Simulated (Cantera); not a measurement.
Input: 1 mol Fe, 0.67 mol NH₃, 3.7 mol H₂, at 19.5 Torr.

Equilibrium computed with Cantera from the NASA thermochemical tables; the gas is ideal and each condensed phase is pure. Candidate condensed phases: Fe; 10 gas species. Rates play no part.

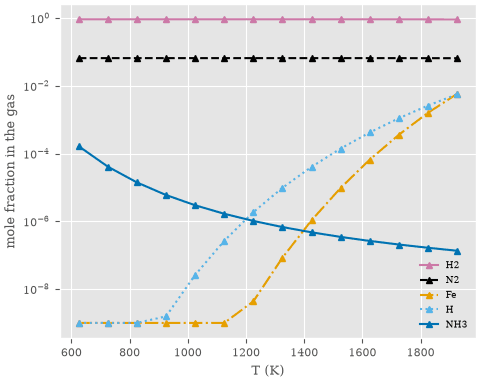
Equilibrium gas composition (values under 1e-9 drawn at 1e-9)

Task: Read off the mole fractions at 1425 K.

Result: H₂ about 0.93, N₂ about 0.066, H about 4.1e-5, Fe about 1.1e-6, NH₃ about 4.7e-7.
